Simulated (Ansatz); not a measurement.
# SiHBrF2 (SMILES F[SiH](F)Br) at 6 levels

Aim: a comparison of 6 runs (HF/STO-3G, HF/cc-pVTZ, HF/def2-TZVP, B3LYP/6-31G*, MRCISD+Q(8,8)/def2-SV(P)) of SiHBrF2. 

The results are computed with Ansatz 0.2.0.

4 further runs of the same task are left out: 1 that didn't finish, 3 set aside as unsound or not needed.

## (1) The molecule

SiHBrF2 has 5 atoms, charge 0, and is taken as a singlet. As SMILES, `F[SiH](F)Br`. Geometry: relaxed at PBE0-D4/def2-TZVP.

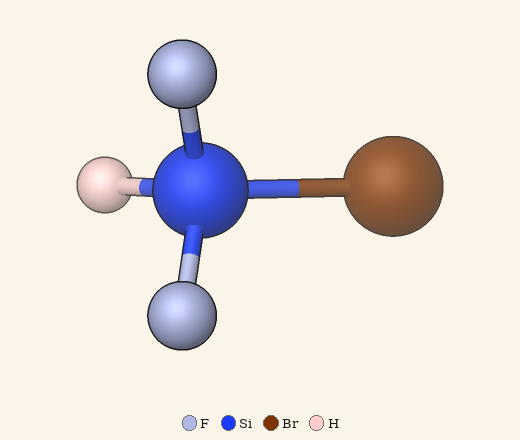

Viewed from a chosen angle; fluorine light blue, silicon blue, bromine brown, hydrogen pink.

## (2) Energy and forces at HF/STO-3G (run 1)

job.yaml

```yaml
crystal:
  periodic: [false, false, false]
  atoms:
    - {symbol: F, position_ang: [-0.224900, -0.396300, 1.531900]}
    - {symbol: Si, position_ang: [0.124200, 0.002500, 0.045800]}
    - {symbol: F, position_ang: [0.210200, 1.576700, -0.017200]}
    - {symbol: Br, position_ang: [-1.476800, -0.678900, -1.271900]}
    - {symbol: H, position_ang: [1.417200, -0.577700, -0.330000]}
basis:
  gaussian:
    orbitals: STO-3G
hamiltonian:
  xc: hf
accuracy: high
output: {forces: true, orbitals: {seedname: orbitals}}
```

Command:

```sh
$ ansatz run job.yaml --threads 1 --pin off --max-ram 2610MiB --events-out events.jsonl --progress --plain --runs-dir runs
```

Log:

```text
Warning: RAYON_NUM_THREADS=1 ignored (pool sized by the plan → 1); use --threads N
Functional definition: HF
  name "HF"
  exchange = exact_x
  correlation = 0
637 factors; integrals over basis functions are off by at most 4.8e-8 eV
mean field evaluation 1: about -82366.1576 eV, gradient 2.6e1 eV
mean field evaluation 2: about -82366.2184 eV, gradient 2.6e1 eV
mean field evaluation 4: about -82369.2656 eV, gradient 1.3e0 eV
mean field evaluation 8: about -82369.2764 eV, gradient 5.0e-6 eV
mean field -82369.27641573 eV, -3027.0150763774 hartree, gradient 2.7e-8 eV, S^2 0.000000; 0 other end points of the search recorded, 0 dependent functions left out
the calculation of the forces begins
reference -82369.27641573 eV, -3027.0150763774 hartree; 34, 34 occupied and 4, 4 virtual orbitals, 637 factors
Total energy: -82369.27641573 eV, -3027.0150763774 hartree
Atom 0 at    -0.224900    -0.396300     1.531900 Å, force    -0.255002    -0.202073     1.013871 eV/Å
Atom 1 at     0.124200     0.002500     0.045800 Å, force     1.523776    -1.126108    -1.007866 eV/Å
Atom 2 at     0.210200     1.576700    -0.017200 Å, force     0.024385     1.063503     0.019766 eV/Å
Atom 3 at    -1.476800    -0.678900    -1.271900 Å, force    -0.208213    -0.140708    -0.237441 eV/Å
Atom 4 at     1.417200    -0.577700    -0.330000 Å, force    -1.084946     0.405387     0.211670 eV/Å
Dipole moment:     0.354780    -0.018536     0.076125 e Å
```

Wall time 0.58 s (1 thread of Intel Xeon 6975P-C (Granite Rapids), shared host); peak memory 0.11 GiB.

## (3) Energy and gradient at HF/cc-pVTZ (run 2)

run.yaml

```yaml
crystal:
  periodic: [false, false, false]
  atoms:
    - symbol: F
      position_ang: [-0.224900, -0.396300, 1.531900]
    - symbol: Si
      position_ang: [0.124200, 0.002500, 0.045800]
    - symbol: F
      position_ang: [0.210200, 1.576700, -0.017200]
    - symbol: Br
      position_ang: [-1.476800, -0.678900, -1.271900]
    - symbol: H
      position_ang: [1.417200, -0.577700, -0.330000]
basis:
  gaussian: {orbitals: cc-pVTZ}
hamiltonian: {xc: hf}
accuracy: high
output: {forces: true, orbitals: {seedname: orbitals}}
```

Command:

```sh
$ ansatz run run.yaml --threads 1 --pin off --max-ram 2610MiB --events-out events.jsonl --progress --plain --runs-dir runs
```

Log, cut to the lines that bear on the results:

```text
Warning: RAYON_NUM_THREADS=1 ignored (pool sized by the plan → 1); use --threads N
Functional definition: HF
  name "HF"
[...]
2429 factors; integrals over basis functions are off by at most 4.1e-9 eV
[...]
mean field -83297.78409443 eV, -3061.1371042045 hartree, gradient 1.1e-8 eV, S^2 0.000000; 0 other end points of the search recorded, 0 dependent functions left out
[...]
reference -83297.78409443 eV, -3061.1371042045 hartree; 34, 34 occupied and 117, 117 virtual orbitals, 2429 factors
Total energy: -83297.78409443 eV, -3061.1371042045 hartree
Atom 0 at    -0.224900    -0.396300     1.531900 Å, force     0.126076     0.203131    -0.581725 eV/Å
Atom 1 at     0.124200     0.002500     0.045800 Å, force     0.302737     0.365737     0.549579 eV/Å
Atom 2 at     0.210200     1.576700    -0.017200 Å, force    -0.055980    -0.623499     0.066995 eV/Å
Atom 3 at    -1.476800    -0.678900    -1.271900 Å, force    -0.139719    -0.050432    -0.103255 eV/Å
Atom 4 at     1.417200    -0.577700    -0.330000 Å, force    -0.233114     0.105063     0.068405 eV/Å
Dipole moment:     0.190650    -0.147389    -0.134108 e Å
```

Run time: 9.6 s. Hardware: 1 thread of Intel Xeon 6975P-C (Granite Rapids), shared host; peak memory 0.57 GiB.

## (4) Energy and forces at HF/def2-TZVP (run 3)

Edit job.yaml of step 2 so:

```diff
@@ -9,6 +9,4 @@
 basis:
-  gaussian:
-    orbitals: STO-3G
-hamiltonian:
-  xc: hf
+  gaussian: {orbitals: def2-TZVP}
+hamiltonian: {xc: hf}
 accuracy: high
```

Command:

```sh
$ ansatz run job.yaml --threads 1 --pin off --max-ram 2610MiB --events-out events.jsonl --progress --plain --runs-dir runs
```

Log, cut to the lines that bear on the results:

```text
Warning: RAYON_NUM_THREADS=1 ignored (pool sized by the plan → 1); use --threads N
Functional definition: HF
  name "HF"
[...]
2398 factors; integrals over basis functions are off by at most 6.3e-9 eV
[...]
mean field -83296.92286122 eV, -3061.1054544677 hartree, gradient 9.4e-8 eV, S^2 0.000000; 0 other end points of the search recorded, 0 dependent functions left out
[...]
reference -83296.92286122 eV, -3061.1054544677 hartree; 34, 34 occupied and 119, 119 virtual orbitals, 2398 factors
Total energy: -83296.92286122 eV, -3061.1054544677 hartree
Atom 0 at    -0.224900    -0.396300     1.531900 Å, force     0.204139     0.284313    -0.892166 eV/Å
Atom 1 at     0.124200     0.002500     0.045800 Å, force     0.210670     0.556100     0.766189 eV/Å
Atom 2 at     0.210200     1.576700    -0.017200 Å, force    -0.068544    -0.953253     0.079219 eV/Å
Atom 3 at    -1.476800    -0.678900    -1.271900 Å, force    -0.061629    -0.018368    -0.040475 eV/Å
Atom 4 at     1.417200    -0.577700    -0.330000 Å, force    -0.284636     0.131208     0.087234 eV/Å
Dipole moment:     0.186012    -0.151518    -0.140670 e Å
```

Wall time 8.4 s (1 thread of Intel Xeon 6975P-C (Granite Rapids), shared host); peak memory 0.55 GiB.

Runs 4 to 5 aren't shown in full; the table further down has their settings and results.

## (5) A single-point energy at MRCISD+Q(8,8)/def2-SV(P) (density fitting with def2-universal-jkfit) (run 6)

Edit run.yaml of step 3 so:

```diff
@@ -14,5 +14,14 @@
 basis:
-  gaussian: {orbitals: cc-pVTZ}
-hamiltonian: {xc: hf}
-accuracy: high
-output: {forces: true, orbitals: {seedname: orbitals}}
+  gaussian:
+    orbitals: def2-SV_P_.json
+    fitting: {mean_field: def2-universal-jkfit}
+magnetization:
+  spin_polarized: false
+  initial_magnetization: 0
+hamiltonian:
+  pseudopotentials: {relativity: none}
+correlation:
+  method: fic_mrcisd_q
+  active_space: {window: {electrons: 8, orbitals: 8}}
+  frozen_orbitals: {Br: 9, F: 1, H: 0, Si: 5}
+output: {orbitals: {seedname: orbitals}}
```

The basis set def2-SV(P) is read from a file made from the Basis Set Exchange's data (not shown).

Command:

```sh
$ ansatz run run.yaml --threads 1 --pin off --max-ram 2610MiB --events-out events.jsonl --progress --plain --runs-dir runs
```

Log:

```text
Warning: RAYON_NUM_THREADS=1 ignored (pool sized by the plan → 1); use --threads N
[... 50 lines left out ...]
Total energy: -83296.84942584 eV, -3061.1027557672 hartree
```

It took 49 s on 1 thread of Intel Xeon 6975P-C (Granite Rapids), shared host; peak memory 0.46 GiB.

## (6) Overview of the runs

```
run                                                                 level  Cartesian functions      task   energy (Eh)  dipole moment (D)  HOMO energy (eV)  LUMO energy (eV)  wall time
  1                                                             HF/STO-3G                   no  gradient  -3027.015076               1.75             -8.93              9.19     0.58 s
  2                                                            HF/cc-pVTZ                   no  gradient  -3061.137104               1.32            -12.24              3.77      9.6 s
  3                                                          HF/def2-TZVP                   no  gradient  -3061.105454               1.34            -12.26              3.65      8.4 s
  4                                    B3LYP/6-31G* (spherical functions)                   no  gradient  -3063.813039               1.19             -8.82              0.27      5.4 s
  5                                    B3LYP/6-31G* (Cartesian functions)                  yes  gradient  -3063.825986               1.19             -8.82              0.26      5.1 s
  6  MRCISD+Q(8,8)/def2-SV(P) (density fitting with def2-universal-jkfit)                   no    energy  -3061.102756                  –                 –                 –       49 s
```

## (7) Results

| quantity | value |
| --- | --- |
| run 6: total energy | -3061.10276 Eh |

**Reading.** Over runs 1, 2, 3, 4, 5 the dipole moment (its size) runs from 1.19 D (B3LYP/6-31G*) to 1.75 D (HF/STO-3G). The two ends differ in method and basis. Over runs 1, 2, 3, 4, 5 the HOMO–LUMO gap runs from 9.08 eV (B3LYP/6-31G*) to 18.12 eV (HF/STO-3G). In run 1 the basis is minimal, so the values are rough. All runs together took 78 s, the longest 49 s.
